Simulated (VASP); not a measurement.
Shape and ions are relaxed at each volume.

Energy against volume of Mg3Sb2 (a-la2o3). The numbers are results of r2SCAN meta-GGA, VASP's PBE PAW potentials (set 64) (plane waves; VASP), not measurements.

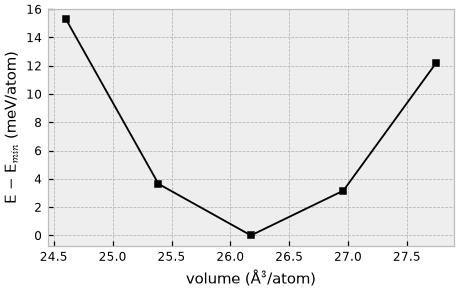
Figure. Energy against volume

Task: Estimate the equilibrium volume and the bulk modulus.

Result: The minimum lies near 26.2 Å³/atom, and the curvature gives B0 of about 46 GPa.

The compound is Mg3Sb2 in the a-la2o3 structure. It was relaxed first.
